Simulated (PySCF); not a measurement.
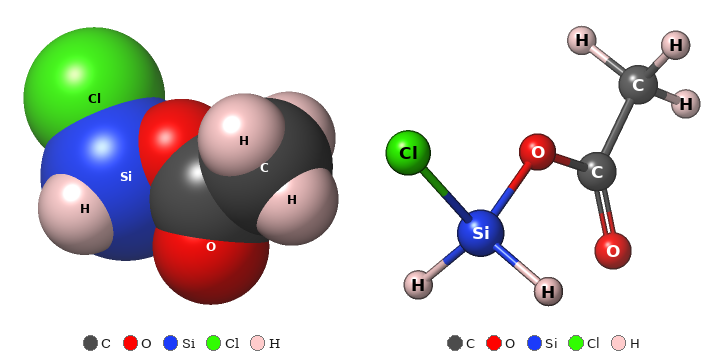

Both panels show the same species.

Computed geometry: GFN2-xTB optimisation. No frequency run is at hand to confirm it as a minimum.

What does the picture show?

The molecule is C2H5ClO2Si. Its SMILES string is `CC(=O)O[SiH2]Cl`. It has no ring. Among its groups: Si–H bond, Si–O bond. This geometry has Cs symmetry. Coordination: 1 C tetrahedral; 1 C trigonal planar; 1 O bent; 1 Si tetrahedral.

The parts below concern this one geometry. Atoms keep their numbers from picture to picture.

### Shape

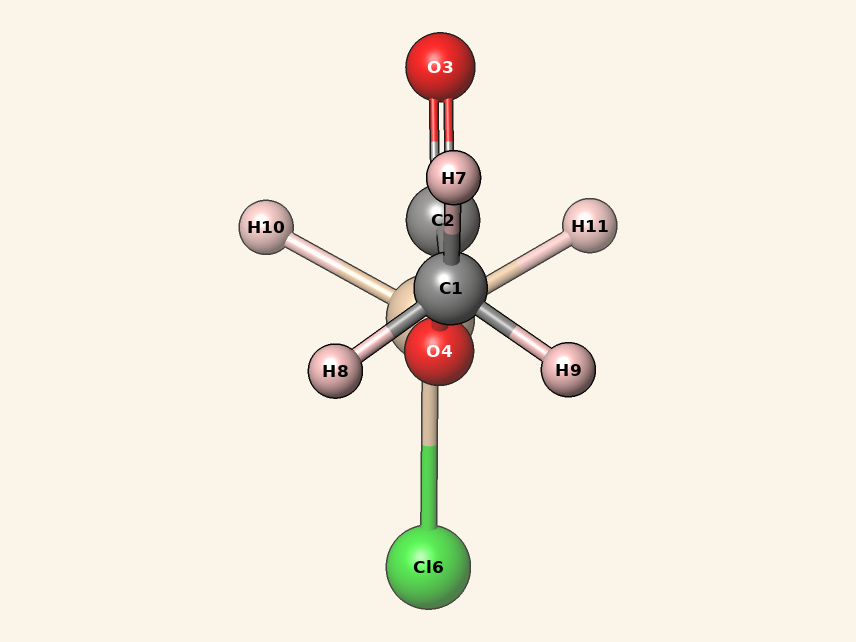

Si5 lies behind O4. The molecule seen nearly along the O4–Si5 bond, O4 in front. Depth is shown by fading: the farther an atom, the more it takes the colour of the background. No frequency run is at hand to confirm it as a minimum.

Question: What is the torsion angle C2–O4–Si5–Cl6? The sign is positive where the front bond must turn clockwise to cover the back bond.

Answer: 180°, antiperiplanar (anti).

### NMR shielding

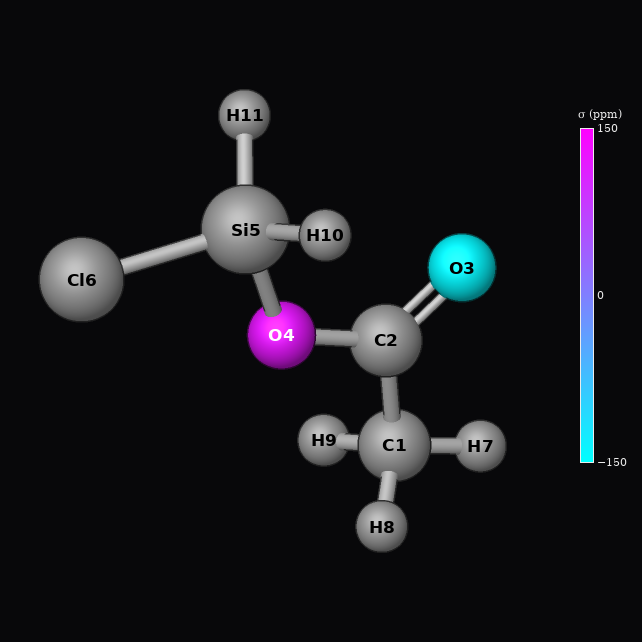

Atoms are coloured by their isotropic NMR shieldings (O only, the others grey). No frequency run is at hand to confirm it as a minimum. Properties computed with GIAO PBE0/pcSseg-1 NMR shielding, non-relativistic, gas phase (PySCF 2.14.0).

Give the isotropic NMR shieldings of the O atoms atom by atom.

```json
{"atom": "O3", "σ (ppm)": "−140.8"}
{"atom": "O4", "σ (ppm)": "121.1"}
```

### Quadrupole coupling

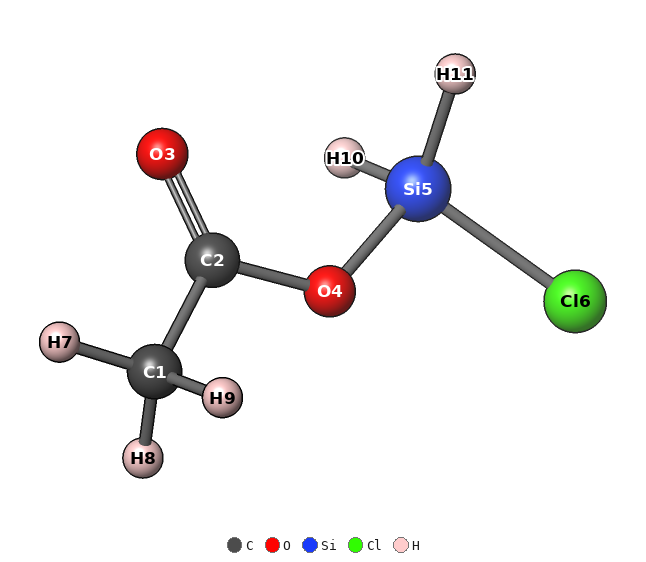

No frequency run is at hand to confirm it as a minimum. Electric field gradients from the ground-state density, PBE0/pcSseg-1 (PySCF 2.14.0), non-relativistic apart from any core potentials.

Give the largest field-gradient component, the quadrupole coupling constant and the asymmetry for 17O at O3 (Q = −25.6 mb), 17O at O4 (Q = −25.6 mb), 35Cl at Cl6 (Q = −81.7 mb), 2H at H7 (Q = 2.86 mb), 2H at H8 (Q = 2.86 mb).

```json
{"atom": "O3", "V_zz (a.u.)": "−1.640", "e²qQ/h (MHz)": "9.87", "η": "0.26"}
{"atom": "O4", "V_zz (a.u.)": "1.393", "e²qQ/h (MHz)": "−8.38", "η": "0.09"}
{"atom": "Cl6", "V_zz (a.u.)": "2.080", "e²qQ/h (MHz)": "−39.9", "η": "0.06"}
{"atom": "H7", "V_zz (a.u.)": "0.313", "e²qQ/h (MHz)": "0.210", "η": "0.02"}
{"atom": "H8", "V_zz (a.u.)": "0.312", "e²qQ/h (MHz)": "0.209", "η": "0.04"}
```

### Polarisability

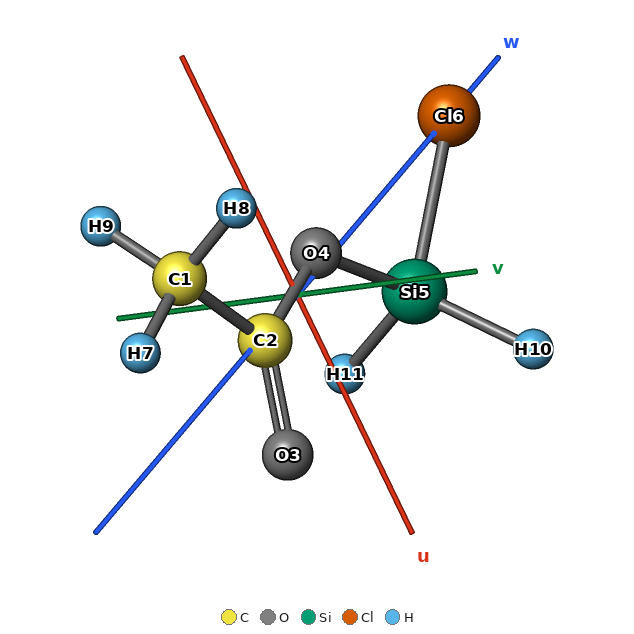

The lines u, v and w are the principal axes of the static dipole polarisability. No frequency run is at hand to confirm it as a minimum. Method: PBE0/def2-SVPD (PySCF 2.14.0).

Question: Along which axis is the molecule most polarisable, and along which least?

Answer: Most along w (nearly parallel to the C2–O4 bond), least along v.

Question: Give the three principal values.

Answer: u 67.7, v 54.7, w 80.8 bohr³; mean 67.7, anisotropy 22.6 bohr³.

### Charges

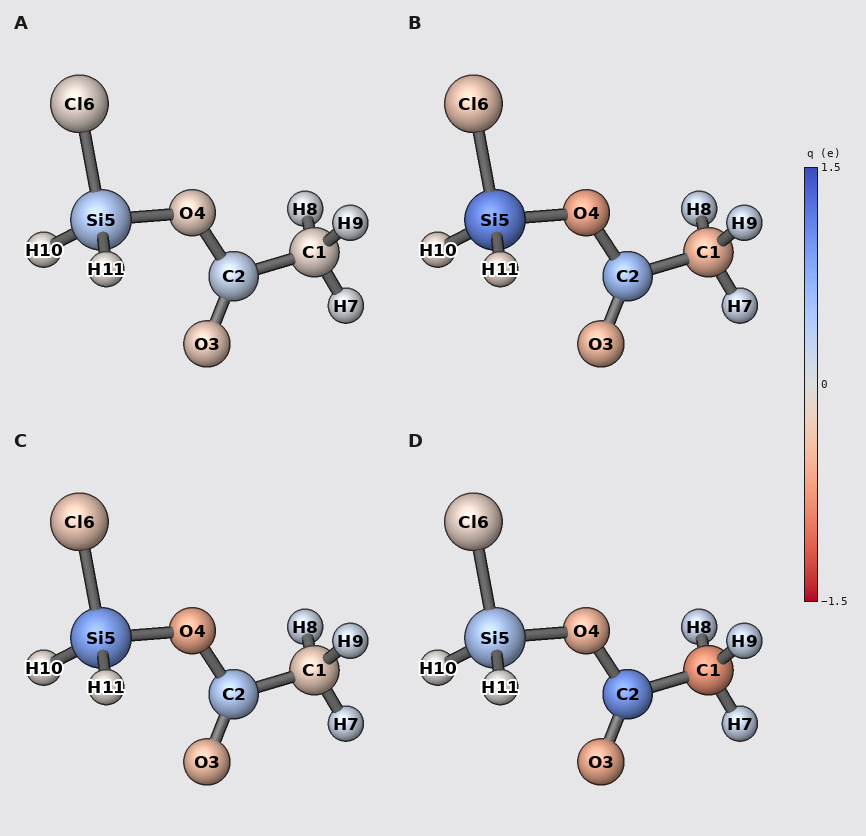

Atomic charges of one calculation by 4 schemes, on one colour scale. No frequency run is at hand to confirm it as a minimum. Level of theory: PBE0/pcSseg-1 (PySCF 2.14.0).

Question: The schemes are ESP-fitted, Hirshfeld, IAO, Mulliken. Which panel shows which?

Answer: A Hirshfeld, B IAO, C Mulliken, D ESP-fitted.

List the charges (e), one line for each set of equivalent atoms.

| atom | Hirshfeld | IAO | Mulliken | ESP-fitted |
| --- | --- | --- | --- | --- |
| C1 | −0.12 | −0.47 | −0.24 | −0.73 |
| C2 | 0.23 | 0.54 | 0.40 | 0.92 |
| O3 | −0.25 | −0.45 | −0.40 | −0.56 |
| O4 | −0.20 | −0.60 | −0.57 | −0.46 |
| Si5 | 0.40 | 1.03 | 0.82 | 0.44 |
| Cl6 | −0.11 | −0.30 | −0.29 | −0.16 |
| H7 | 0.06 | 0.17 | 0.14 | 0.19 |
| H8, H9 | 0.06 | 0.18 | 0.15 | 0.21 |
| H10, H11 | −0.07 | −0.13 | −0.08 | −0.03 |

Mulliken values depend strongly on the basis set and can even reverse the polarity of a bond. The geometry is semi-empirical. Around Si such bond lengths and angles can be off by a tenth of an ångström or more and by several degrees, and values that hang on the shape move with them.
